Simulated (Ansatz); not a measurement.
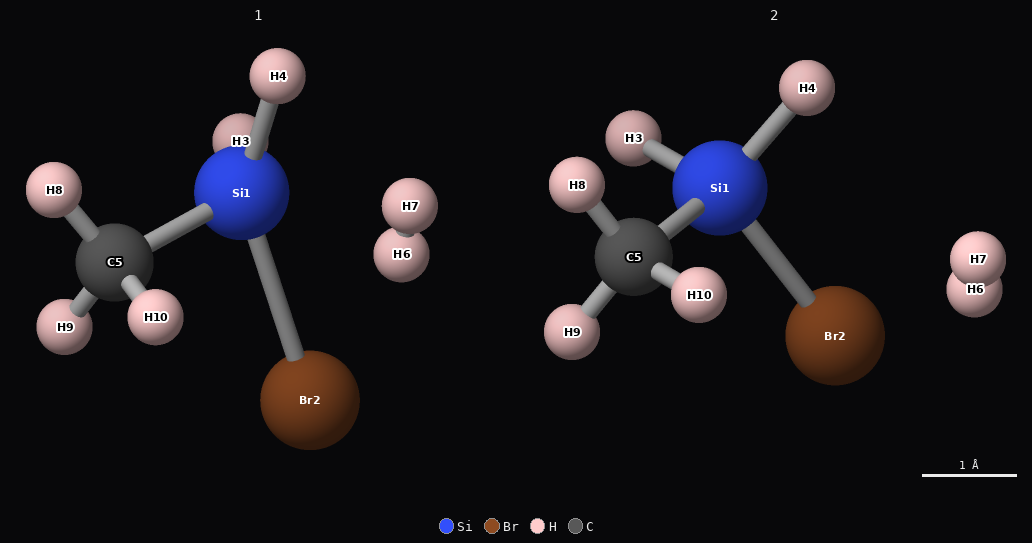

Two geometries of CH$_{7}$BrSi (started from a transition state, displaced along its imaginary mode), drawn at one scale. One is the start of a relaxation, the other its converged end. The picture is a ball-and-stick view, seen at a tilt.

The calculation used RKS PBE0-D4/def2-TZVP (Ansatz 0.2.0). (force threshold 0.005 eV/Å; at most 200 steps)

Which of the two is the end point?

Answer. Structure 2 is the relaxed one. The atom that moves furthest after the best rigid fit is H7 (1.54 Å). Largest moves by element: H 1.54 Å, Br 0.92 Å, Si 0.67 Å, C 0.11 Å. Some distances before and after: Si1–H7 1.948 → 3.861 Å, Si1–H6 1.874 → 3.500 Å, Br2–H6 2.269 → 3.300 Å, Si1–Br2 2.512 → 2.231 Å. Among the angles between lasting bonds that change: Br2–Si1–H4 146.9° → 107.0°, H3–Si1–C5 129.9° → 111.8°, Br2–Si1–H3 89.5° → 106.8°. After 35 accepted moves (36 points after the start) the energy has fallen by 54.2 kcal/mol. The largest force component goes from 7 to 0.0048 eV/Å. The line search rejected the trial step at point 14 of the run. The run took 67 s on 4 threads of Arm Neoverse V2 (shared host).
